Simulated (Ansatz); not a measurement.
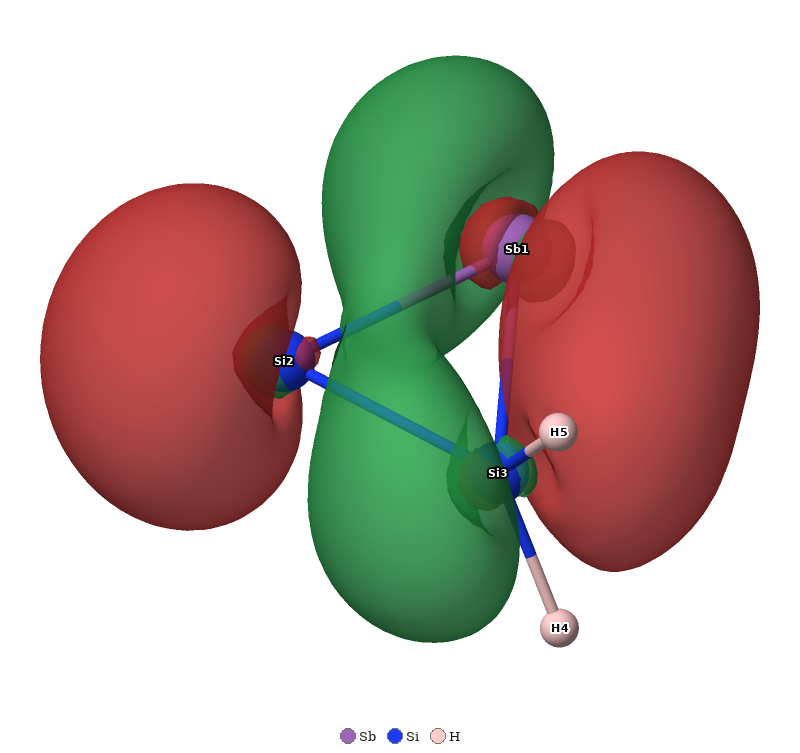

H₂SbSi₂ (SMILES [Si]1=[Sb][SiH2]1) (doublet). The LUMO (β) at ±0.08 Å⁻³ᐟ² (green and red are the two phases), seen at an oblique angle.

Geometry: r2SCAN-D4/def2-SVP; core potentials replace the inner electrons of Sb.

All numbers below come from isolated molecule in a Gaussian basis; Kohn-Sham density functional theory, functional PBE0 in Ansatz 0.2.0.

```yaml
atoms:
  - { symbol: Sb, position_ang: [-0.5488, 0.6029, -3.0308] }
  - { symbol: Si, position_ang: [-1.4318, 1.4662, -0.9580] }
  - { symbol: Si, position_ang: [-0.1385, -0.3755, -0.5639] }
  - { symbol: H, position_ang: [-0.6907, -1.7394, -0.2967] }
  - { symbol: H, position_ang: [1.2671, -0.3135, -0.0570] }
```

**Describe this orbital and give its energy.**

By Hirshfeld shares it lies mainly on Si2 (about 35 %), Sb1 (about 35 %) and Si3 (about 25 %). Its energy is −3.94 eV.
